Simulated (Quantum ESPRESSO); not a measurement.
## MgS (F-43m): a worked LO-TO splitting

How high does the longitudinal optical mode of MgS (F-43m) lie, given the transverse one, the Born charge and ε∞?

Calculated with Quantum ESPRESSO 7.5; DFT LDA, scalar-relativistic, plane waves, PseudoDojo norm-conserving pseudopotentials.

### 1. Set-up

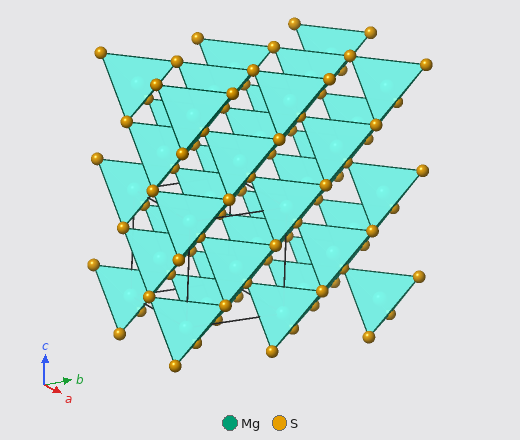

Start, viewed slightly off an axis; magnesium teal, sulfur orange. 1×2×2 cells are drawn. This picture shows the conventional cell, with its axes. Some periodic images of atoms are drawn too.

This is the cell after its relaxation at this level of theory, not the database cell from which that began.

### 2. What the response run gave

A linear-response run on the relaxed cell, with the response to an electric field; only its zone-centre results are used. Cutoff 92 Ry, k mesh 8×8×8.

Log:

```text
[banners, grids, parts of the stress and lines that vanish by symmetry left out]
Program PHONON v.7.5
     Reading xml data from directory:

[...]
Exchange-correlation= PW
                           (   1   4   0   0   0   0   0)
[...]
kinetic-energy cut-off    =      92.0000  Ry
     charge density cut-off    =     368.0000  Ry
     convergence threshold     =      1.0E-18
[...]
Exchange-correlation= PW
                           (   1   4   0   0   0   0   0)
[...]
q = (   0.0000000   0.0000000   0.0000000 )
     25 Sym.Ops. (with q -> -q+G )
     G cutoff = 1042.5847  (  35149 G-vectors)     FFT grid: ( 45, 45, 45)
     number of k points=    29
[...]
Mode symmetry, T_d (-43m)  point group:
[...]
Dielectric constant
[...]
End of electric fields calculation
          Dielectric constant in cartesian axis
          (       4.212872576       0.000000000      -0.000000000 )
          (       0.000000000       4.212872576      -0.000000000 )
          (      -0.000000000       0.000000000       4.212872576 )
          Effective charges (d Force / dE) in cartesian axis without acoustic sum rule applied (asr)
           atom    1  Mg    Mean Z*:        1.87398
      Ex  (        1.87398        0.00000        0.00000 )
      Ey  (        0.00000        1.87398        0.00000 )
      Ez  (        0.00000        0.00000        1.87398 )
           atom    2  S     Mean Z*:       -1.87645
      Ex  (       -1.87645        0.00000       -0.00000 )
      Ey  (        0.00000       -1.87645       -0.00000 )
      Ez  (        0.00000        0.00000       -1.87645 )
          Effective charges Sum: Mean:       -0.00247
[...]
Effective charges (d Force / dE) in cartesian axis with asr applied:
           atom    1  Mg    Mean Z*:        1.87522
[...]
atom    2  S     Mean Z*:       -1.87522
[...]
Representation #   1 modes #   1   2   3
[...]
End of self-consistent calculation
     Convergence has been achieved
     Representation #   2 modes #   4   5   6
[...]
End of self-consistent calculation
     Convergence has been achieved
[...]
Dielectric constant in cartesian axis
          (       4.212872576       0.000000000      -0.000000000 )
          (       0.000000000       4.212872576      -0.000000000 )
          (      -0.000000000       0.000000000       4.212872576 )
          Effective charges (d Force / dE) in cartesian axis without acoustic sum rule applied (asr)
           atom    1  Mg    Mean Z*:        1.87398
      Ex  (        1.87398        0.00000        0.00000 )
      Ey  (        0.00000        1.87398        0.00000 )
      Ez  (        0.00000        0.00000        1.87398 )
           atom    2  S     Mean Z*:       -1.87645
      Ex  (       -1.87645        0.00000       -0.00000 )
      Ey  (        0.00000       -1.87645       -0.00000 )
      Ez  (        0.00000        0.00000       -1.87645 )
          Effective charges Sum: Mean:       -0.00247
[...]
Effective charges (d Force / dE) in cartesian axis with asr applied:
           atom    1  Mg    Mean Z*:        1.87522
[...]
atom    2  S     Mean Z*:       -1.87522
[...]
q = (    0.000000000   0.000000000   0.000000000 )
[...]
freq (    1) =       0.144442 [THz] =       4.818079 [cm-1]
     freq (    2) =       0.144442 [THz] =       4.818079 [cm-1]
     freq (    3) =       0.144442 [THz] =       4.818079 [cm-1]
     freq (    4) =      10.292492 [THz] =     343.320579 [cm-1]
     freq (    5) =      10.292492 [THz] =     343.320579 [cm-1]
     freq (    6) =      10.292492 [THz] =     343.320579 [cm-1]
[...]
Mode symmetry, T_d (-43m)  point group:
     freq (   1-   3) =          4.8  [cm-1]   --> T_2  G_15 P_4   I+R
     freq (   4-   6) =        343.3  [cm-1]   --> T_2  G_15 P_4   I+R

   JOB DONE.
```

| quantity | value |
| --- | --- |
| cell volume Ω (Å³) | 43.821 |
| mass of Mg (u) | 24.305 |
| mass of S (u) | 32.060 |
| Born charge of Mg, raw (e) | 1.874 |
| Born charge of S, raw (e) | -1.876 |
| ε∞ | 4.213 |
| ω(TO) after the sum rule (cm⁻¹) | 343.3 |

### 3. The calculation

The charges must sum to zero over the cell; taking off their mean, -0.001 e, leaves Z* = 1.875 e on Mg. In the polar mode Mg moves against S, so the reduced mass is μ = 24.30 × 32.06 / 56.37 = 13.825 u.

A longitudinal wave builds up a field that adds to the restoring force: ω(LO)² = ω(TO)² + 4π Z*² / (μ Ω ε∞), in Hartree atomic units. With μ = 25201 electron masses and Ω = 295.72 bohr³ the second term is 1.4075e-06 Ha², or 67797 cm⁻² (1 Ha = 219474.6 cm⁻¹).

So ω(LO) = √(117841 + 67797) = 430.9 cm⁻¹, and by the Lyddane-Sachs-Teller relation ε₀ = ε∞ (ω(LO)/ω(TO))² = 6.64.

### 4. Check against the program

The analysis program adds the same non-analytic term to the full matrix, here for q along (1 0 0).

Log:

```text
[banner, memory and clock lines left out]
Program DYNMAT v.7.5

     Reading Dynamical Matrix from file g.dyn
     ...Force constants read
     ...epsilon and Z* read

     Polarizability (A^3 units)
     multiply by 0.482868 for Clausius-Mossotti correction
        11.203712    0.000000   -0.000000
         0.000000   11.203712    0.000000
        -0.000000   -0.000000   11.203712

     IR activities are in (D/A)^2/amu units

# mode   [cm-1]    [THz]      IR
    1     -0.00   -0.0000    0.0000
    2      0.00    0.0000    0.0000
    3      0.00    0.0000    0.0000
    4    343.28   10.2912    5.8684
    5    343.28   10.2912    5.8684
    6    430.86   12.9167    5.8684
```

ε₀ comes from the program's run without a direction of q.

| quantity | by hand | program |
| --- | --- | --- |
| ω(LO) (cm⁻¹) | 430.9 | 430.9 |
| ε₀ | 6.64 | 6.64 |

### 5. Summary of results

```yaml
to_mode: 343.3 cm⁻¹
lo_mode: 430.9 cm⁻¹
static_dielectric_constant: 6.637
```

What this shows: The LO mode of MgS (F-43m) lies at 431 cm⁻¹, 88 cm⁻¹ above the TO mode; the formula meets the program within 0.1 cm⁻¹, as it must for a cubic crystal with one polar mode. ω(LO)² − ω(TO)² goes with Z*²/ε∞: an error of 5 % in ε∞ would move the LO mode by 3.8 cm⁻¹, and semilocal functionals tend to overestimate ε∞. These are harmonic values at zero temperature, at the volume of this functional, for the structure held cubic; stability elsewhere in the zone is no part of this calculation.

[Host names and launcher messages were left out of these logs when they were recorded.]

[Logs are printed without paths, hosts, clocks, repeated set-up lines and the standing remarks that a program may print on its own settings, such as how far it seeks lower states.]

[Hosts, paths, dates, database ids (printed as entryN), source tags and the programs' standing remarks are cut or masked in the printed files.]
